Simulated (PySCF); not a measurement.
C5H13AlS (AlEt2(SMe))

Input

```
{"job": {"kind": "uv", "xc": "CAM-B3LYP", "basis": "def2-SVPD", "ip": false, "nstates": 15}, "charge": 0, "multiplicity": 1}
Al     0.398406     0.116823     0.130930
C      2.225247     0.198209    -0.581253
C      3.008185    -1.114171    -0.590273
H      2.772030     0.972299    -0.009380
H      2.155177     0.615504    -1.604348
H      4.016243    -0.998448    -1.022484
H      3.135339    -1.519546     0.426147
H      2.492968    -1.893358    -1.174015
C     -0.862774     1.625958     0.231712
C     -2.012693     1.560404    -0.779636
H     -0.289052     2.559281     0.088408
H     -1.269982     1.693272     1.257392
H     -2.690208     2.426859    -0.698360
H     -1.646450     1.540303    -1.819263
H     -2.629661     0.656871    -0.645757
S     -0.222516    -1.880588     0.777726
C     -1.916302    -1.659168     1.424117
H     -1.961198    -2.072597     2.440918
H     -2.622663    -2.210005     0.787882
H     -2.217696    -0.603763     1.458846
```

Run with:

```sh
OMP_NUM_THREADS=1 python probes_run.py task.json out
```

Geometry: PBE0-D3(BJ)/def2-SVP.

Method: CAM-B3LYP/def2-SVPD, SCF density, gas phase (PySCF 2.14.0).

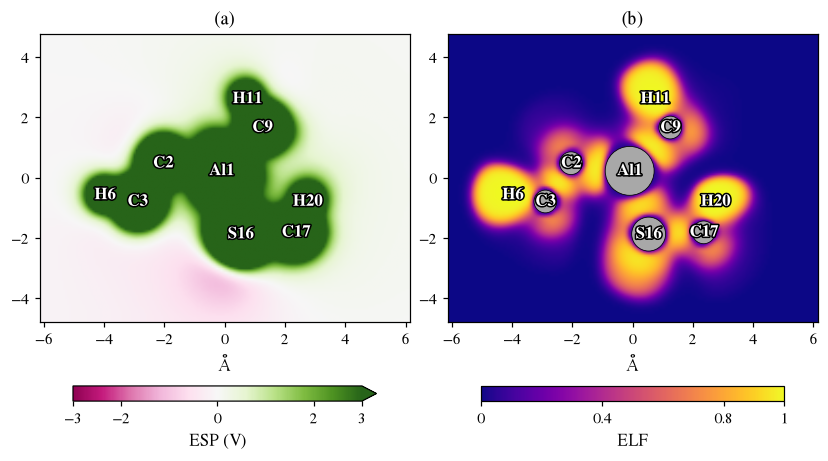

Figure 1. (a) molecular electrostatic potential; (b) ELF on the plane of atoms C2, Al1 and S16. Grey discs cover the atomic cores in the ELF map.

Interpret the plot.

The plane passes through Al, C, H and S nuclei. C–C (1.53 Å): the ELF peaks at about 0.95 between the atoms, as expected for localised, covalent bonding. C–S (1.83 Å): the ELF peaks at about 0.95 between the atoms, as expected for localised, covalent bonding. C–Al (1.96 Å): the ELF peaks at about 0.95 between the atoms; a shared but strongly polarised pair. Al–S (2.19 Å): the ELF peaks at about 0.95 in the valence shell of S, 1.0 Å from its nucleus, and is about 0.90 at the midpoint. C–H (1.10 Å): the ELF climbs to about 1 towards the hydrogen, as it does in any bond to H: a covalent bond by its length. The ELF also peaks beside S16, away from the bonds: lone-pair regions. Outside the dense part of the molecule the potential is most negative (−1.1 V) near S16.

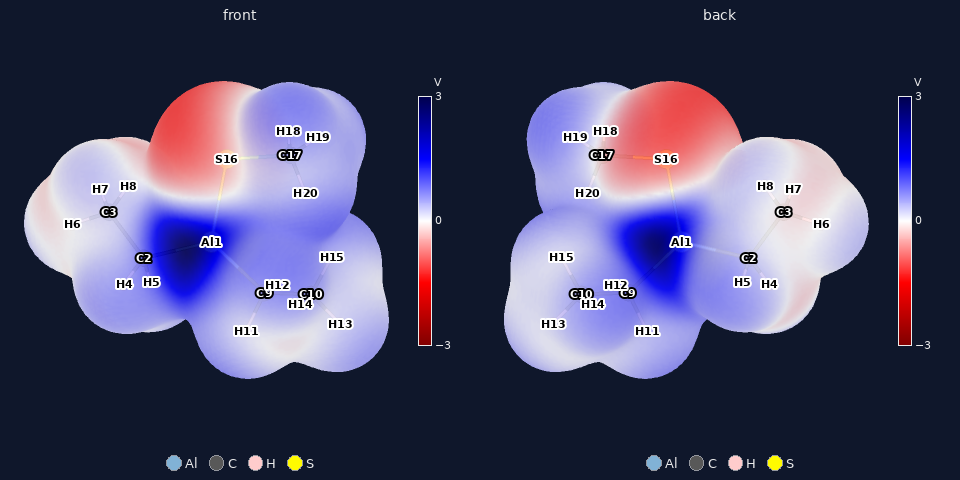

Figure 2. The electrostatic potential painted on the density surface at 0.002 e/bohr³, seen from the front and from behind; the colour scale runs from red (negative) to blue (positive).

Describe the electrostatic potential map.

The most negative region (about −1.1 V) lies over S16, the most positive (about +2.7 V) over Al1.

What dipole moment does the calculation give?

Its dipole moment is 1.87 D.
